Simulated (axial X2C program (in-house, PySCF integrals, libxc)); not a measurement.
## SeMg⁺: relativistic diatomic calculation

System: SeMg⁺, single determinant with Ω = 1/2 (not the lowest found).
Method: PBE0, two-component X2C with atomic mean-field Coulomb and Gaunt terms, Se dyall-cv3z, Mg dyall-cv3z (cores contracted) (axial X2C program (in-house, PySCF integrals, libxc)).

**Log**
```
two-component X2C + atomic mean field  PBE0
basis functions 186  fitting functions 897  grid points 5081
iter        total energy     max residual
   1      -2628.648053167     1.75e+00
   2      -2628.840017678     8.45e-03
   3      -2628.840174682     6.49e-03
   4      -2628.840200718     6.41e-04
   5      -2628.840205773     7.44e-04
   6      -2628.840206541     1.35e-04
   7      -2628.840206579     5.89e-05
   8      -2628.840206593     2.11e-05
   9      -2628.840206595     3.97e-06
converged
one-electron -3830.21917264  Coulomb 1215.71059109  exact exchange -25.67414547  xc functional -78.87865064  nuclear repulsion 91.13731619  atomic mean-field constant -0.91614512
```

**The points of the curve**

```tsv
R (Å)	E (hartree)	dipole (D; origin at the first atom, positive when the second is positive)	highest filled (eV)	lowest empty (eV)
2.061	−2628.815947	11.59	−12.19	−10.12
2.156	−2628.830324	12.06	−11.97	−9.91
2.227	−2628.836436	12.40	−11.83	−9.77
2.298	−2628.839486	12.73	−11.69	−9.64
2.369	−2628.840207	13.04	−11.57	−9.53
2.452	−2628.838831	13.39	−11.45	−9.42
2.535	−2628.835695	13.71	−11.34	−9.33
2.641	−2628.830001	14.07	−11.22	−9.27
2.772	−2628.821585	14.41	−11.12	−9.30
```

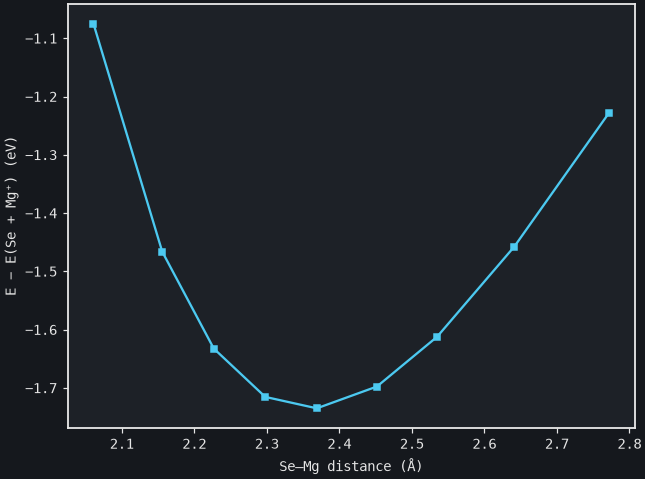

*Energy at 9 bond lengths, for one set of occupations held fixed; the line joins the points.*

A polynomial of degree 6 through 9 points gives rₑ = 2.359 Å, ωₑ = 383.1 cm⁻¹, ωₑxₑ = 1.5 cm⁻¹ and Bₑ = 0.1642 cm⁻¹. The minimum lies 1.74 eV below Se + Mg⁺, each computed as one determinant at the same level.

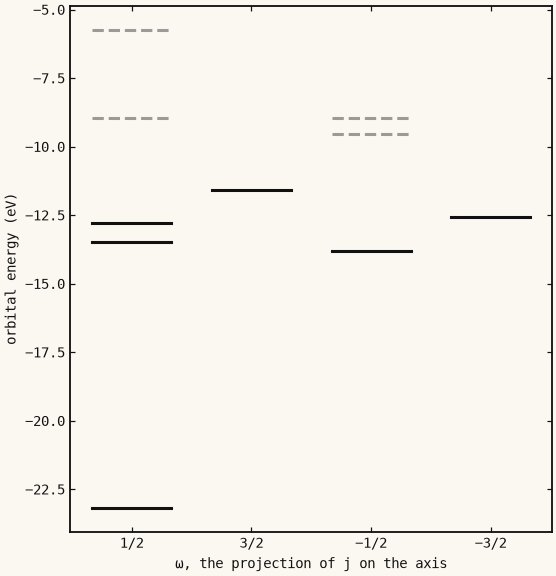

*Orbital energies near the frontier at 2.37 Å, filled (solid) and empty (dashed).*

The highest filled spinor (3/2; 85 % Se p, 9 % Mg p) lies at −11.57 eV, the lowest empty one (−1/2; 80 % Se p, 11 % Mg p) at −9.53 eV.

**Input file**
```
{"zs": [34, 12], "q": 1, "bas": ["dyall-cv3z", "dyall-cv3z"], "levels": ["PBE0", "HF", "PW91"], "cc": true, "r0": 2.39, "thr": -2.0, "nmax": 90, "npts": 10, "nst": 2, "ntry": 6}
```

The line is the task of a batch: nuclear charges, charge, bases, the levels to run, a first guess of the distance and further settings. This report covers PBE0 with spin-orbit coupling. The log is that of the reference distance 2.369 Å.

Launched within a batch (the task file carries these settings):
```bash
python <driver script> task.json out
```

**Key numbers**

```tsv
quantity	value
outcome	converged
bond length rₑ	2.359 Å
ωₑ	383.1 cm⁻¹
energy at the minimum	−2628.84023 hartree
depth below the fragments	1.74 eV
hardware	1 thread of Arm Neoverse V1, 24 GiB of memory available, shared host
wall time	8.7 s
peak memory	0.41 GiB
```

**Notes**

Caveats: 9 of the 10 points asked for were kept.
